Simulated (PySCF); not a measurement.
Input

```
{"job": {"kind": "uv", "xc": "CAM-B3LYP", "basis": "def2-SVPD", "nstates": 8, "ntriplets": 3}, "charge": 0, "multiplicity": 1}
C     -1.362814    -0.131872    -0.307290
C     -0.277529     0.477745     0.125797
F     -0.306850     1.737093     0.602696
C      1.107800    -0.120400     0.150338
F      1.445700    -0.594013    -1.073015
F      1.159167    -1.186105     0.987286
H     -1.300945    -1.136554    -0.682357
H     -2.321474     0.353817    -0.296659
H      1.870508     0.606282     0.468024
```

Command:

```sh
OMP_NUM_THREADS=1 python probes_run.py task.json out
```

Geometry: GFN2-xTB.

Theory: CAM-B3LYP/def2-SVPD, SCF density, gas phase (PySCF).

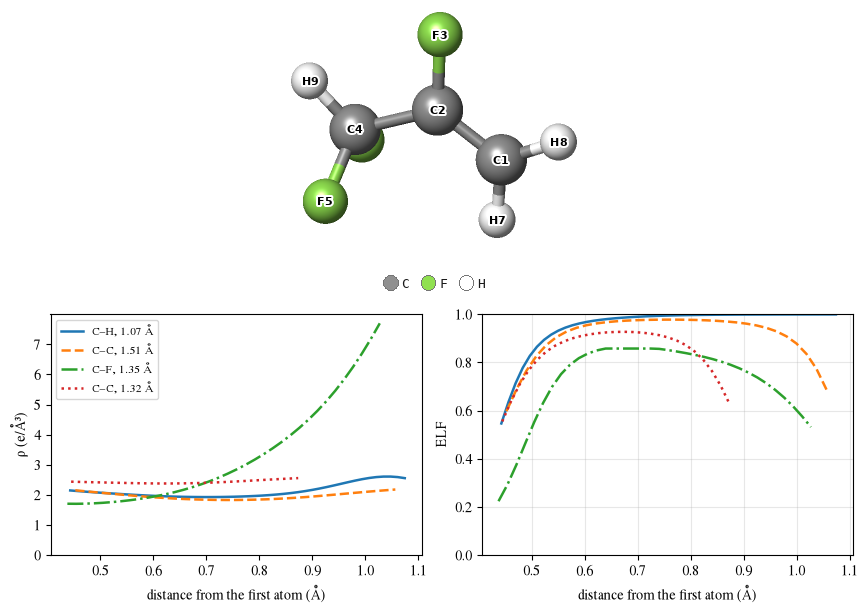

C3H3F3. Electron density and electron localisation function along straight lines between neighbouring atoms. The curves leave out the atomic cores. The structure is drawn too.

**What can be read from the curves?**

C–H (1.07 Å): ρ at the midpoint is about 2 e/Å³; the ELF climbs to about 1 towards the hydrogen, as it does in any bond to H: a covalent bond by its length.
C–C (1.51 Å): ρ is about 1.8 e/Å³ halfway; the ELF peaks at about 1 between the atoms; localised, covalent bonding.
C–F (1.35 Å): ρ at the midpoint is about 2.3 e/Å³, with its minimum of 1.7 e/Å³ about 0.5 Å from C; the ELF peaks at about 0.85 between the atoms; a shared but strongly polarised pair.
C–C (1.32 Å): ρ is about 2.4 e/Å³ halfway; the ELF peaks at about 0.95 between the atoms; a multiple bond.
